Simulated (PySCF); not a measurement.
Molecule: B(Cl)2(OH)(NH3), H4BCl2NO, singlet. Atoms near the plane z = 1.5 Å, at the CAM-B3LYP/def2-SVP optimised geometry (x, y, z in Å): B1 (-0.6, -0.4, 0.0), Cl2 (-1.3, 1.3, 0.0), Cl3 (1.3, -0.4, 0.0), O4 (-1.2, -1.3, 0.9), H5 (-1.0, -1.1, 1.8).

Level of theory: CAM-B3LYP/def2-TZVP in PySCF. The values are rescaled to run from 0 to 1.

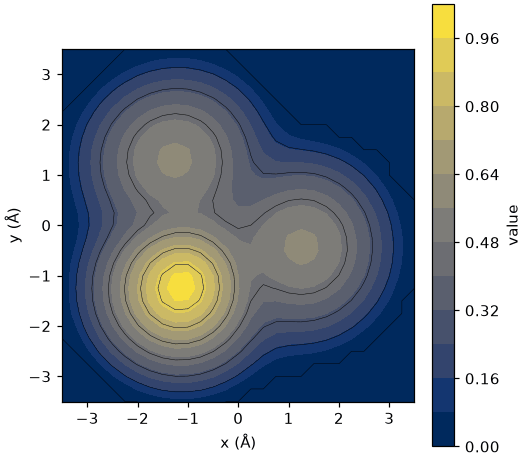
Fig. 1. a field on the plane z = 1.5 Å.

Q: Which quantity is mapped?
A. electron localisation function
B. electrostatic potential
C. log10 of the electron density
D. Laplacian of the electron density

A: C, log10 of the electron density. In full: log10 of the electron density (e/bohr³), floored at −4.
